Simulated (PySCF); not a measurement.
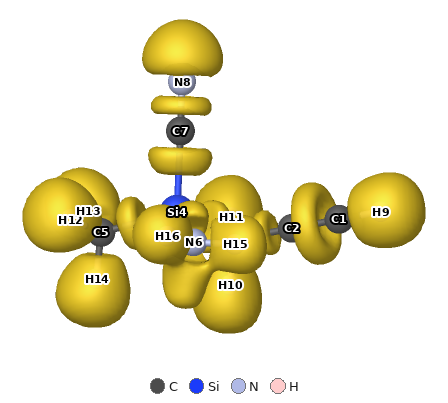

The picture shows: C5H8N2Si. Isosurface of the electron localisation function at 0.8 (yellow), seen from one side. Only the valence region is drawn (cores and ρ < 0.01 e/Å³ removed).

Geometry: GFN2-xTB.

These are results of CAM-B3LYP/def2-SVPD, SCF density, gas phase in PySCF 2.14.0, not measurements.

```yaml
atoms:
  - { symbol: C, position_ang: [3.1579, -0.5999, 0.2093] }
  - { symbol: C, position_ang: [2.0067, -0.9284, 0.2129] }
  - { symbol: C, position_ang: [0.6073, -1.2761, 0.2209] }
  - { symbol: Si, position_ang: [-0.4867, 0.2529, -0.1272] }
  - { symbol: C, position_ang: [-2.3438, -0.0678, 0.0701] }
  - { symbol: N, position_ang: [0.0163, 1.4700, 0.9789] }
  - { symbol: C, position_ang: [-0.2177, 0.7038, -1.9366] }
  - { symbol: N, position_ang: [-0.0624, 0.9945, -3.0340] }
  - { symbol: H, position_ang: [4.1749, -0.3447, 0.2050] }
  - { symbol: H, position_ang: [0.3549, -1.6935, 1.1978] }
  - { symbol: H, position_ang: [0.4314, -2.0538, -0.5250] }
  - { symbol: H, position_ang: [-2.9064, 0.8517, -0.0548] }
  - { symbol: H, position_ang: [-2.7075, -0.7737, -0.6703] }
  - { symbol: H, position_ang: [-2.5756, -0.4656, 1.0531] }
  - { symbol: H, position_ang: [0.9996, 1.5818, 1.1681] }
  - { symbol: H, position_ang: [-0.4563, 2.3579, 1.0205] }
```

Where are the electrons localised?

Answer. The surface consists of two regions between bonded C–C atoms (shared pairs), one region between bonded C–N atoms (shared pairs), three regions between bonded C–Si atoms (shared pairs), six regions around hydrogen nuclei, one lobe on N, pointing away from the bonds (lone pairs) and one joined region spread over several atoms (H, N), in which their bonds and any lone pairs are merged.

Values along the shortest contacts:
C–N (1.15 Å): the ELF peaks at about 0.90 between the atoms; a multiple bond. C–C (1.20 Å): the ELF peaks at about 0.85 between the atoms (a multiple bond).
